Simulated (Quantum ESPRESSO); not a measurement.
# Mn3Sn: which magnetic order is lowest

Does Mn3Sn prefer parallel or opposed moments, or none?

Calculated with Quantum ESPRESSO 7.5; PBE; plane waves with GBRV 1.5 PBE potentials, no spin-orbit coupling.

Experimental background.

“Flat band-engineered spin-density wave and the emergent multi-k magnetic state in the topological kagome metal Mn3Sn” (2023, arxiv:2306.04312) quotes from earlier work for Mn3Sn, hexagonal kagome, inverse triangular antiferromagnet (bulk crystal): moment (ordered moment per Mn, earlier study) 3 ± 0.01 μB [literature value from an earlier study, temperature not stated; this work finds about …].

### 1. The starting structure

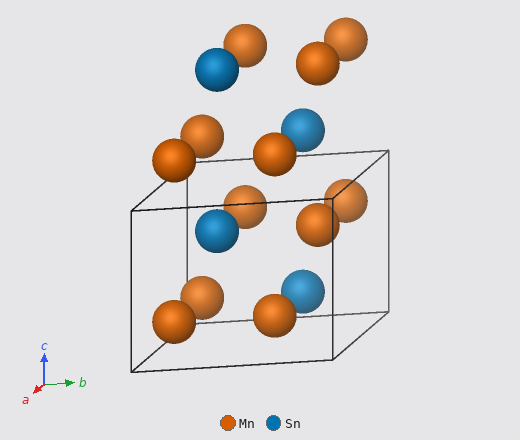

The starting structure, seen slightly off an axis (manganese orange, tin blue). 1×1×2 cells are drawn.

The cell comes from the Crystallography Open Database.

### 2. Run 1, typed as ferro ++++++

The signs are those of the starting moments on the seeded atoms, the atoms that are given a moment.

pw.in reads:

```
&CONTROL
  calculation = 'scf'
  prefix = 'pwscf'
  outdir = './tmp'
  pseudo_dir = './pseudo'
  disk_io = 'nowf'
/
&SYSTEM
  ibrav = 0
  celldm(1) = 8
  nat = 8
  ntyp = 2
  ecutwfc = 40
  ecutrho = 280
  nbnd = 84
  occupations = 'smearing'
  smearing = 'fd'
  degauss = 0.00367493
  nspin = 2
  starting_magnetization(1) = 0.2333
  starting_magnetization(2) = 0
/
&ELECTRONS
  conv_thr = 1.6d-08
  electron_maxstep = 150
  mixing_beta = 0.3
/
ATOMIC_SPECIES
Mn     54.9380 mn_pbe_v1.5.uspp.F.UPF
Sn    118.7100 sn_pbe_v1.4.uspp.F.UPF
CELL_PARAMETERS alat
   1.3393433908285    0.0000000000000    0.0000000000000
  -0.6696716954143    1.1599054008583    0.0000000000000
   0.0000000000000    0.0000000000000    1.0700574180693
ATOMIC_POSITIONS crystal
Mn      0.8330000000    0.6660000000    0.2500000000
Mn      0.1670000000    0.8330000000    0.7500000000
Mn      0.3340000000    0.1670000000    0.2500000000
Mn      0.1670000000    0.3340000000    0.7500000000
Mn      0.8330000000    0.1670000000    0.2500000000
Mn      0.6660000000    0.8330000000    0.7500000000
Sn      0.3333333333    0.6666666667    0.2500000000
Sn      0.6666666667    0.3333333333    0.7500000000
K_POINTS automatic
8 8 8 0 0 0
```

The run is started by

```
$ OMP_NUM_THREADS=1 mpirun -n 8 pw.x -nk 8 -in pw.in > pw.out
```

What it wrote:

```text
Program PWSCF v.7.5 starts

     Message from routine setup:
     using ibrav=0 with symmetry is DISCOURAGED, use correct ibrav instead

     K-points division:     npool     =       8
     Subspace diagonalization in iterative solution of the eigenvalue problem:

     G-vector sticks info
     --------------------
     sticks:   dense  smooth     PW     G-vecs:    dense   smooth      PW
     Sum        2221    1261    367                67497    29147    4597

     Using Slab Decomposition

     bravais-lattice index     =            0
     lattice parameter (alat)  =       8.0000  a.u.
     unit-cell volume          =     851.1215 (a.u.)^3
     number of atoms/cell      =            8
     number of atomic types    =            2
     number of electrons       =       118.00
     number of Kohn-Sham states=           84
     kinetic-energy cutoff     =      40.0000  Ry
     charge density cutoff     =     280.0000  Ry
     scf convergence threshold =      1.6E-08
     mixing beta               =       0.3000
     number of iterations used =            8  plain     mixing
     Exchange-correlation=  SLA  PW   PBX  PBC
                           (   1   4   3   4   0   0   0)

     celldm(1)=   8.000000  celldm(2)=   0.000000  celldm(3)=   0.000000
     celldm(4)=   0.000000  celldm(5)=   0.000000  celldm(6)=   0.000000

     crystal axes: (cart. coord. in units of alat)
               a(1) = (   1.339343   0.000000   0.000000 )
               a(2) = (  -0.669672   1.159905   0.000000 )
               a(3) = (   0.000000   0.000000   1.070057 )

     reciprocal axes: (cart. coord. in units 2 pi/alat)
               b(1) = (  0.746635  0.431070 -0.000000 )
               b(2) = (  0.000000  0.862139  0.000000 )
               b(3) = (  0.000000 -0.000000  0.934529 )

     PseudoPot. # 1 for Mn read from file:
     mn_pbe_v1.5.uspp.F.UPF
     Pseudo is Ultrasoft + core correction, Zval = 15.0
     Generated by new atomic code, or converted to UPF format
     Using radial grid of  859 points,  6 beta functions with:
                l(1) =   0
                l(2) =   0
                l(3) =   1
                l(4) =   1
                l(5) =   2
                l(6) =   2
     Q(r) pseudized with  8 coefficients,  rinner =    0.950   0.950   0.950
                                                       0.950   0.950

     PseudoPot. # 2 for Sn read from file:
     sn_pbe_v1.4.uspp.F.UPF
     Pseudo is Ultrasoft + core correction, Zval = 14.0
     Generated by new atomic code, or converted to UPF format
     Using radial grid of  891 points,  6 beta functions with:
                l(1) =   0
                l(2) =   0
                l(3) =   1
                l(4) =   1
                l(5) =   2
                l(6) =   2
     Q(r) pseudized with  8 coefficients,  rinner =    1.350   1.350   1.350
                                                       1.350   1.350

     atomic species   valence    mass     pseudopotential
     Mn               15.00    54.93800     Mn( 1.00)
     Sn               14.00   118.71000     Sn( 1.00)

     Starting magnetic structure
     atomic species   magnetization
     Mn              0.233
     Sn              0.000

     24 Sym. Ops., with inversion, found (12 have fractional translation)

   Cartesian axes

     site n.     atom                  positions (alat units)
         1        Mn     tau(   1) = (   0.6696717   0.7724970   0.2675144  )
         2        Mn     tau(   2) = (  -0.3341662   0.9662012   0.8025431  )
         3        Mn     tau(   3) = (   0.3355055   0.1937042   0.2675144  )
         4        Mn     tau(   4) = (  -0.0000000   0.3874084   0.8025431  )
         5        Mn     tau(   5) = (   1.0038379   0.1937042   0.2675144  )
         6        Mn     tau(   6) = (   0.3341662   0.9662012   0.8025431  )
         7        Sn     tau(   7) = (  -0.0000000   0.7732703   0.2675144  )
         8        Sn     tau(   8) = (   0.6696717   0.3866351   0.8025431  )

     number of k points=    50  Fermi-Dirac smearing, width (Ry)=  0.0037
                       cart. coord. in units 2pi/alat
        k(    1) = (   0.0000000   0.0000000   0.0000000), wk =   0.0019531
        k(    2) = (   0.0000000   0.0000000   0.1168162), wk =   0.0039062
        k(    3) = (   0.0000000   0.0000000   0.2336323), wk =   0.0039062
        k(    4) = (   0.0000000   0.0000000   0.3504485), wk =   0.0039062
        k(    5) = (   0.0000000   0.0000000  -0.4672646), wk =   0.0019531
        [... 45 further k-points ...]

     Dense  grid:    67497 G-vectors     FFT dimensions: (  60,  60,  48)

     Smooth grid:    29147 G-vectors     FFT dimensions: (  45,  45,  36)

     Check: negative core charge=   -0.000049
     Generating pointlists ...
     new r_m :   0.2721 (alat units)  2.1769 (a.u.) for type    1
     new r_m :   0.2721 (alat units)  2.1769 (a.u.) for type    2

     Initial potential from superposition of free atoms

     starting charge     112.9994, renormalised to     118.0000
     Starting wfcs are   96 randomized atomic wfcs

     Self-consistent Calculation

     iteration #  1     ecut=    40.00 Ry     beta= 0.30
     Davidson diagonalization with overlap
     ethr =  1.00E-02,  avg # of iterations =  3.0

     total energy              =   -1582.63499680 Ry
     estimated scf accuracy    <      14.33262516 Ry

     total magnetization       =    12.45 Bohr mag/cell
     absolute magnetization    =    12.85 Bohr mag/cell

     iteration #  2     ecut=    40.00 Ry     beta= 0.30
     Davidson diagonalization with overlap
     ethr =  1.00E-02,  avg # of iterations =  2.3

     total energy              =   -1585.30207425 Ry
     estimated scf accuracy    <       1.89974447 Ry

     total magnetization       =    18.43 Bohr mag/cell
     absolute magnetization    =    19.04 Bohr mag/cell

     iteration #  3     ecut=    40.00 Ry     beta= 0.30
     Davidson diagonalization with overlap
     ethr =  1.61E-03,  avg # of iterations =  1.7

     total energy              =   -1585.57623439 Ry
     estimated scf accuracy    <       0.10226486 Ry

     total magnetization       =    18.58 Bohr mag/cell
     absolute magnetization    =    19.24 Bohr mag/cell

     [... further iterations left out ...]

     iteration # 10     ecut=    40.00 Ry     beta= 0.30
     Davidson diagonalization with overlap
     ethr =  1.59E-08,  avg # of iterations =  2.2

     total energy              =   -1585.60859214 Ry
     estimated scf accuracy    <       0.00000095 Ry

     total magnetization       =    18.99 Bohr mag/cell
     absolute magnetization    =    20.01 Bohr mag/cell

     iteration # 11     ecut=    40.00 Ry     beta= 0.30
     Davidson diagonalization with overlap
     ethr =  8.03E-10,  avg # of iterations =  2.8

     total energy              =   -1585.60859266 Ry
     estimated scf accuracy    <       0.00000040 Ry

     total magnetization       =    18.99 Bohr mag/cell
     absolute magnetization    =    20.01 Bohr mag/cell

     iteration # 12     ecut=    40.00 Ry     beta= 0.30
     Davidson diagonalization with overlap
     ethr =  3.39E-10,  avg # of iterations =  2.1

     total energy              =   -1585.60859282 Ry
     estimated scf accuracy    <       0.00000004 Ry

     total magnetization       =    18.99 Bohr mag/cell
     absolute magnetization    =    20.01 Bohr mag/cell

     iteration # 13     ecut=    40.00 Ry     beta= 0.30
     Davidson diagonalization with overlap
     ethr =  3.07E-11,  avg # of iterations =  2.7

     Magnetic moment per site  (integrated on atomic sphere of radius R)
     atom   1 (R=0.272)  charge= 13.7881  magn=  3.1726
     atom   2 (R=0.272)  charge= 13.7881  magn=  3.1726
     atom   3 (R=0.272)  charge= 13.7881  magn=  3.1726
     atom   4 (R=0.272)  charge= 13.7881  magn=  3.1726
     atom   5 (R=0.272)  charge= 13.7881  magn=  3.1726
     atom   6 (R=0.272)  charge= 13.7881  magn=  3.1726
     atom   7 (R=0.272)  charge= 11.7656  magn= -0.1314
     atom   8 (R=0.272)  charge= 11.7656  magn= -0.1314

     End of self-consistent calculation

     Number of k-points >= 100: set verbosity='high' to print the bands.

     the Fermi energy is    15.1231 ev

!    total energy              =   -1585.60859286 Ry
     estimated scf accuracy    <          3.6E-09 Ry
     smearing contrib. (-TS)   =      -0.00311440 Ry
     internal energy E=F+TS    =   -1585.60547845 Ry

     The total energy is F=E-TS. E is the sum of the following terms:
     one-electron contribution =    -690.30177142 Ry
     hartree contribution      =     412.04833549 Ry
     xc contribution           =    -246.09849257 Ry
     ewald contribution        =   -1061.25354995 Ry

     total magnetization       =    18.99 Bohr mag/cell
     absolute magnetization    =    20.01 Bohr mag/cell

     convergence has been achieved in  13 iterations

=------------------------------------------------------------------------------=
   JOB DONE.
=------------------------------------------------------------------------------=
```

Elapsed: 2.1 min, on 8 MPI ranks of Arm Neoverse V2, shared host; peak memory 1.5 GiB; 16 min of CPU time.

Spin moment in the atom's sphere by atom:

```
atom  spin moment in the atom's sphere (μB)
 Mn1                                   3.17
 Mn2                                   3.17
 Mn3                                   3.17
 Mn4                                   3.17
 Mn5                                   3.17
 Mn6                                   3.17
 Sn7                                  -0.13
 Sn8                                  -0.13
```

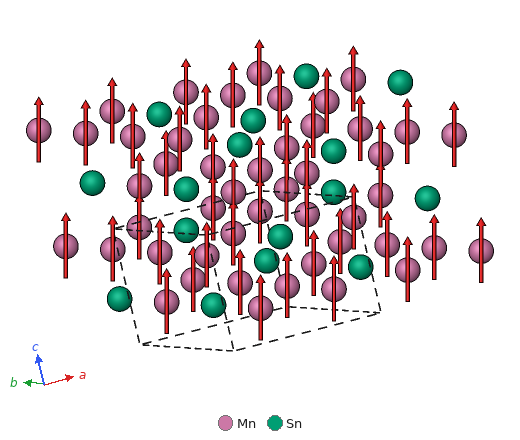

Spin moment in the atom's sphere as arrows, the longest 3.17 μB. Up and down stand for the sign. Arrows give size and sign along the axis of quantisation, drawn up and down the page. 2×2×2 cells are drawn.

Numbers from this step:

| Item | Value |
| --- | --- |
| smearing term TS | 0.04237 eV |
| magnetization | 18.99 μB |
| absolute magnetization | 20.01 μB |
| final state | ferromagnetic |

### 3. Run 2, typed as antiferro +++−−−

pw.in reads:

```
&CONTROL
  calculation = 'scf'
  prefix = 'pwscf'
  outdir = './tmp'
  pseudo_dir = './pseudo'
  disk_io = 'nowf'
/
&SYSTEM
  ibrav = 0
  celldm(1) = 8
  nat = 8
  ntyp = 3
  ecutwfc = 40
  ecutrho = 280
  nbnd = 73
  occupations = 'smearing'
  smearing = 'fd'
  degauss = 0.00367493
  nspin = 2
  starting_magnetization(1) = 0.2333
  starting_magnetization(2) = -0.2333
  starting_magnetization(3) = 0
/
&ELECTRONS
  conv_thr = 1.6d-08
  electron_maxstep = 150
  mixing_beta = 0.3
/
ATOMIC_SPECIES
Mn1    54.9380 mn_pbe_v1.5.uspp.F.UPF
Mn2    54.9380 mn_pbe_v1.5.uspp.F.UPF
Sn    118.7100 sn_pbe_v1.4.uspp.F.UPF
CELL_PARAMETERS alat
   1.3393433908285    0.0000000000000    0.0000000000000
  -0.6696716954143    1.1599054008583    0.0000000000000
   0.0000000000000    0.0000000000000    1.0700574180693
ATOMIC_POSITIONS crystal
Mn1     0.8330000000    0.6660000000    0.2500000000
Mn1     0.1670000000    0.8330000000    0.7500000000
Mn1     0.3340000000    0.1670000000    0.2500000000
Mn2     0.1670000000    0.3340000000    0.7500000000
Mn2     0.8330000000    0.1670000000    0.2500000000
Mn2     0.6660000000    0.8330000000    0.7500000000
Sn      0.3333333333    0.6666666667    0.2500000000
Sn      0.6666666667    0.3333333333    0.7500000000
K_POINTS automatic
8 8 8 0 0 0
```

What it wrote:

```text
[banner, memory and clock lines left out]
Program PWSCF v.7.5 starts

     Message from routine setup:
     using ibrav=0 with symmetry is DISCOURAGED, use correct ibrav instead

     bravais-lattice index     =            0
     lattice parameter (alat)  =       8.0000  a.u.
     unit-cell volume          =     851.1215 (a.u.)^3
     number of atoms/cell      =            8
     number of atomic types    =            3
     number of electrons       =       118.00
     number of Kohn-Sham states=           73
     kinetic-energy cutoff     =      40.0000  Ry
     charge density cutoff     =     280.0000  Ry
     scf convergence threshold =      1.6E-08
     mixing beta               =       0.3000
     number of iterations used =            8  plain     mixing
     Exchange-correlation=  SLA  PW   PBX  PBC
                           (   1   4   3   4   0   0   0)

     celldm(1)=   8.000000  celldm(2)=   0.000000  celldm(3)=   0.000000
     celldm(4)=   0.000000  celldm(5)=   0.000000  celldm(6)=   0.000000

     crystal axes: (cart. coord. in units of alat)
               a(1) = (   1.339343   0.000000   0.000000 )
               a(2) = (  -0.669672   1.159905   0.000000 )
               a(3) = (   0.000000   0.000000   1.070057 )

     reciprocal axes: (cart. coord. in units 2 pi/alat)
               b(1) = (  0.746635  0.431070 -0.000000 )
               b(2) = (  0.000000  0.862139  0.000000 )
               b(3) = (  0.000000 -0.000000  0.934529 )

     PseudoPot. # 1 for Mn read from file:
     mn_pbe_v1.5.uspp.F.UPF
     Pseudo is Ultrasoft + core correction, Zval = 15.0

     PseudoPot. # 2 for Mn read from file:
     mn_pbe_v1.5.uspp.F.UPF
     Pseudo is Ultrasoft + core correction, Zval = 15.0

     PseudoPot. # 3 for Sn read from file:
     sn_pbe_v1.4.uspp.F.UPF
     Pseudo is Ultrasoft + core correction, Zval = 14.0

     atomic species   valence    mass     pseudopotential
     Mn1              15.00    54.93800     Mn( 1.00)
     Mn2              15.00    54.93800     Mn( 1.00)
     Sn               14.00   118.71000     Sn( 1.00)

     Starting magnetic structure
     atomic species   magnetization
     Mn1             0.233
     Mn2            -0.233
     Sn              0.000

      4 Sym. Ops. (no inversion) found ( 2 have fractional translation)

   Cartesian axes

     site n.     atom                  positions (alat units)
         1        Mn1    tau(   1) = (   0.6696717   0.7724970   0.2675144  )
         2        Mn1    tau(   2) = (  -0.3341662   0.9662012   0.8025431  )
         3        Mn1    tau(   3) = (   0.3355055   0.1937042   0.2675144  )
         4        Mn2    tau(   4) = (  -0.0000000   0.3874084   0.8025431  )
         5        Mn2    tau(   5) = (   1.0038379   0.1937042   0.2675144  )
         6        Mn2    tau(   6) = (   0.3341662   0.9662012   0.8025431  )
         7        Sn     tau(   7) = (  -0.0000000   0.7732703   0.2675144  )
         8        Sn     tau(   8) = (   0.6696717   0.3866351   0.8025431  )

     number of k points=   105  Fermi-Dirac smearing, width (Ry)=  0.0037

     Number of k-points >= 100: set verbosity='high' to print them.

     Dense  grid:    67497 G-vectors     FFT dimensions: (  60,  60,  48)

     Smooth grid:    29147 G-vectors     FFT dimensions: (  45,  45,  36)

     Check: negative core charge=   -0.000049
     Generating pointlists ...
     new r_m :   0.2721 (alat units)  2.1769 (a.u.) for type    1
     new r_m :   0.2721 (alat units)  2.1769 (a.u.) for type    2
     new r_m :   0.2721 (alat units)  2.1769 (a.u.) for type    3

     Initial potential from superposition of free atoms

     starting charge     112.9994, renormalised to     118.0000
     Starting wfcs are   96 randomized atomic wfcs

     Self-consistent Calculation

     iteration #  1     ecut=    40.00 Ry     beta= 0.30
     Davidson diagonalization with overlap
     ethr =  1.00E-02,  avg # of iterations =  2.8

     total energy              =   -1582.86242585 Ry
     estimated scf accuracy    <      13.80694152 Ry

     total magnetization       =     0.00 Bohr mag/cell
     absolute magnetization    =    12.99 Bohr mag/cell

     iteration #  2     ecut=    40.00 Ry     beta= 0.30
     Davidson diagonalization with overlap
     ethr =  1.00E-02,  avg # of iterations =  3.0

     total energy              =   -1585.30030291 Ry
     estimated scf accuracy    <       1.22724179 Ry

     total magnetization       =     0.01 Bohr mag/cell
     absolute magnetization    =    19.01 Bohr mag/cell

     [... further iterations left out ...]

     iteration # 20     ecut=    40.00 Ry     beta= 0.30
     Davidson diagonalization with overlap
     ethr =  8.86E-11,  avg # of iterations =  2.0

     total energy              =   -1585.58826959 Ry
     estimated scf accuracy    <       0.00000002 Ry

     total magnetization       =    -0.00 Bohr mag/cell
     absolute magnetization    =    19.37 Bohr mag/cell

     iteration # 21     ecut=    40.00 Ry     beta= 0.30
     Davidson diagonalization with overlap
     ethr =  1.60E-11,  avg # of iterations =  3.9

     Magnetic moment per site  (integrated on atomic sphere of radius R)
     atom   1 (R=0.272)  charge= 13.7838  magn=  3.0369
     atom   2 (R=0.272)  charge= 13.7779  magn=  3.1893
     atom   3 (R=0.272)  charge= 13.7838  magn=  3.0369
     atom   4 (R=0.272)  charge= 13.7838  magn= -3.0370
     atom   5 (R=0.272)  charge= 13.7779  magn= -3.1895
     atom   6 (R=0.272)  charge= 13.7838  magn= -3.0370
     atom   7 (R=0.272)  charge= 11.7809  magn=  0.0026
     atom   8 (R=0.272)  charge= 11.7809  magn= -0.0026

     End of self-consistent calculation

     Number of k-points >= 100: set verbosity='high' to print the bands.

     the Fermi energy is    15.1492 ev

!    total energy              =   -1585.58826961 Ry
     estimated scf accuracy    <          7.5E-09 Ry
     smearing contrib. (-TS)   =      -0.00745141 Ry
     internal energy E=F+TS    =   -1585.58081819 Ry

     The total energy is F=E-TS. E is the sum of the following terms:
     one-electron contribution =    -689.84823045 Ry
     hartree contribution      =     411.47132983 Ry
     xc contribution           =    -245.95036762 Ry
     ewald contribution        =   -1061.25354995 Ry

     total magnetization       =    -0.00 Bohr mag/cell
     absolute magnetization    =    19.37 Bohr mag/cell

     convergence has been achieved in  21 iterations
```

It took 5.4 min on 8 MPI ranks; peak memory 1.9 GiB; 43 min of CPU time.

Spin moment in the atom's sphere by atom:

```
atom  spin moment in the atom's sphere (μB)
 Mn1                                   3.04
 Mn2                                   3.19
 Mn3                                   3.04
 Mn4                                  -3.04
 Mn5                                  -3.19
 Mn6                                  -3.04
 Sn7                                   0.00
 Sn8                                   0.00
```

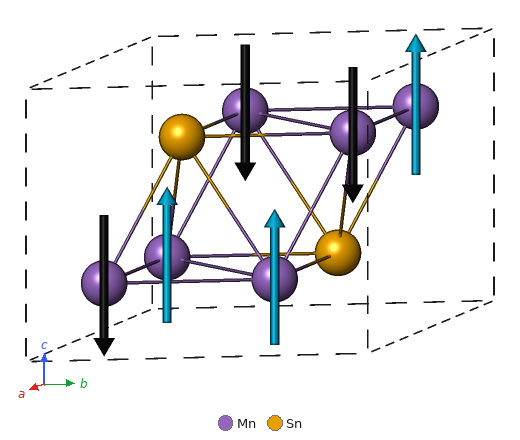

Spin moment in the atom's sphere as arrows, the longest 3.19 μB. Up and down stand for the sign. Arrows give size and sign along the axis of quantisation, drawn up and down the page. The two directions have two colours.

Numbers from this step:

```
smearing term TS       : 0.1014 eV
magnetization          : 0 μB
absolute magnetization : 19.37 μB
final state            : antiferromagnetic
```

(Continued in part 2 of 3.)

[Logs and program files are shortened in this print: banners, set-up blocks, solver, clock and traceback lines can be left out without a mark of their own.]

[Logs are printed without paths, hosts, clocks, repeated set-up lines and the standing remarks that a program may print on its own settings, such as how far it seeks lower states.]

[Hosts, paths, dates, database ids (printed as entryN), source tags and the programs' standing remarks are cut or masked in the printed files.]

[Where a cell is said to come from a database of computed structures, the database is the Materials Project.]
